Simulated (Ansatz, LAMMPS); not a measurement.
# Charge trapping in a frame of aqueous N(CH3)4+ and TFSI-, 0.9 mol of salt per kg of water from 300 K (215 atoms): runs compared

Does an extra electron or hole in a frame of aqueous N(CH3)4+ and TFSI-, 0.9 mol of salt per kg of water from 300 K (215 atoms) stay spread out, or do the atoms trap it?

Computed with Ansatz 0.2.0: Kohn-Sham DFT, PBE+D4, PAW (set soft_2), plane waves.

**1. The cell as built**

The cell holds 215 atoms: 6 C, 2 N, 134 H, 2 S, 65 O and 6 F. Its edges and angles: a = 13.029 Å, b = 13.029 Å, c = 13.029 Å, α = 90.0°, β = 90.0°, γ = 90.0°. 61 H2O, 1 N(CH3)4+, 1 TFSI- placed at random, at 1.09 g/cm³; overlaps pushed apart, then 10 ps at 420 K with MMFF94 bonds, angles, torsions, charges and radii (Halgren, J. Comput. Chem. 17, 490 (1996)) in harmonic and 12-6 forms; SPC/E water (Berendsen, Grigera and Straatsma, J. Phys. Chem. 91, 6269 (1987)); charges of ions scaled by 0.85. Snapshot after 20 ps at 300 K and fixed volume.

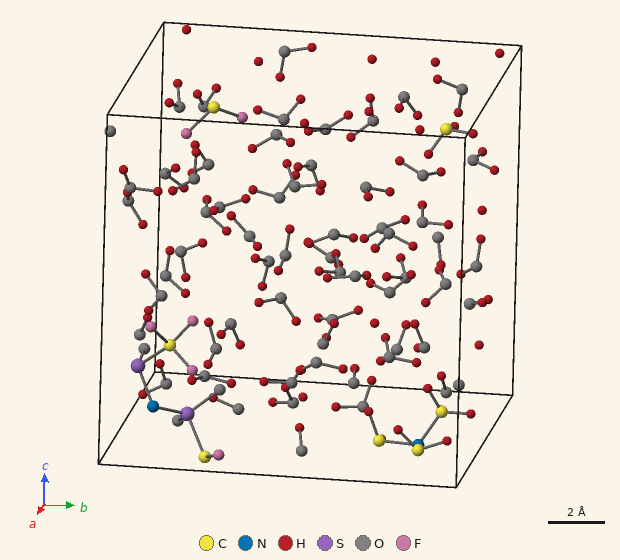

The cell as built. Bonds to atoms that aren't drawn are left out. Some periodic images of atoms are drawn too.

Limits known from the start: The network of contacts between molecules at the start is that of the classical potential that made the cell, and needn't be the one that DFT or experiment would give. The Brillouin zone is sampled at Γ only, in a cell whose shortest periodic width is 13 Å. The liquid is relaxed first, so the results are those of a frozen frame at zero temperature.

**2. The reference run**

The reference is a single point at the end of the relaxation.

The charged cells start from the geometry of this run, on a uniform background, with spin and a narrow Fermi–Dirac smearing.

Its input, with most atom lines left out:

```yaml
crystal:
  lattice:
    - [13.02916, 0.0, 0.0]
    - [0.0, 13.02916, 0.0]
    - [0.0, 0.0, 13.02916]
  atoms:
    - { symbol: C, position: [0.64103, 0.91926, 0.11566] }
    - { symbol: "N", position: [0.67242, 0.86394, 0.01987] }
    - { symbol: C, position: [0.62167, 0.7607, 0.01692] }
    - { symbol: C, position: [0.78685, 0.85046, 0.01856] }
    - { symbol: C, position: [0.63975, 0.92542, 0.928] }
    - { symbol: H, position: [0.6748, 0.99594, 0.11364] }
    - { symbol: H, position: [0.66872, 0.87565, 0.18191] }
    [... atom lines 8 to 215 left out ...]
kpoints:
  mp_grid: { grid: [1, 1, 1] }
hamiltonian:
  xc: pbe
  dispersion: d4
scf:
  occupations: { method: gaussian, width: 0.05 }
output:
  forces: true
  stress: true
  populations: true
  dos:
    method: { smearing: { sigma: 0.1 } }
    de: 0.1
    projected: { site_lists: { C: [C], F: [F], H: [H], "N": ["N"], O: [O] } }
  eigenvalues: true
  write_density: true
  write_potential: true
  volumetric_format: npy
```

```
free energy per atom   : -223.1346 eV/atom
r.m.s. force component : 0.0058 eV/Å
pressure               : -0.5082 GPa
```

Filled and empty levels are parted by 4.73 eV (at Γ alone); a semilocal functional tends to put such gaps too low. In a disordered cell it changes from sample to sample and from frame to frame.

**3. The runs**

Each row is one run, on 4 threads of Intel Xeon 6975P-C (Granite Rapids), shared host. The free energy is the program's total, comparable only between runs with the same functional, potentials and atoms; between charge states it hangs on the program's zero of potential.

```csv
run,atoms,outcome,"ionic steps, all passes",free energy (eV),time,host memory (GiB)
Single point at the start,215,converged,-,-47963.398,25 s,3.3
Relaxation,215,converged,37,-47973.949,13 min,3.4
Single point at the relaxed geometry,215,converged,-,-47973.949,43 s,3.4
"An extra electron, atoms held",215,converged,-,-47971.412,2 min,5.6
"An extra electron, atoms relaxed",215,cut at the time limit,33,-47972.199,22 min,5.6
"An extra electron, levels at the relaxed geometry",215,converged,-,-47972.199,1.9 min,5.6
Neutral at the geometry of the electron,215,converged,-,-47974.763,44 s,3.4
"An extra hole, atoms held",215,cut at the time limit,-,-,1.7 min,5.8
```

In some runs the program notes that the exchange-correlation potential is rough where the density is thin, starting moments were not kept and the stability of the SCF solution was not settled.

**4. Energies and spread of the extra charge**

Energies are differences within one cell and functional; the shift is the gain plus the neutral cell's energy at the new geometry, that is how much cheaper the vertical process becomes there. The spread is the participation number of the site moments (1/Σw², over the spin inside atomic spheres), with the atom that holds the largest share and the spin that the spheres hold in all.

```csv
carrier,"charged less neutral, atoms held (eV)",gain on relaxing (eV),"neutral cell at that geometry, less the reference (eV)",shift of the vertical energy (eV),"spread, atoms held","spread, relaxed"
electron *,2.537,0.787,-0.815,-0.028,-,-
```

* The relaxation stopped at its limit.

**5. What came out**

The cell with the extra electron gains 0.79 eV on relaxing, but the reference isn't at a minimum: the neutral cell itself lies 0.81 eV lower at the new geometry, which leaves a shift of -0.028 eV. The cell with the electron keeps a moment of only 0.00 μB where one unpaired electron should give 1 μB: the carrier is shared between both spins, which can hide trapping. The runs for the hole were not obtained.

**Limits.** Single energies of charged cells hang on the program's zero of potential. In the spin-polarised runs the search for a state of lower energy was switched off. No distortion was seeded, so a trapped state behind a barrier can't be found. Local and semilocal functionals favour spread-out charges, so trapping can be missed. The density was typed from a rule of thumb and may lie off the real one at this temperature. Charged cells carry a uniform background, with no correction for images.

The DFT runs together took 42 min of wall time.

[Logs are printed without paths, hosts, clocks, repeated set-up lines and the standing remarks that a program may print on its own settings, such as how far it seeks lower states.]

[Hosts, paths, dates, database ids (printed as entryN), source tags and the programs' standing remarks are cut or masked in the printed files.]

[The MMFF94 radii named for the starting cell were scaled by 0.96; in molecules described by MMFF94, hydrogen bound to N, O or S took a small fixed 12-6 site in their place.]
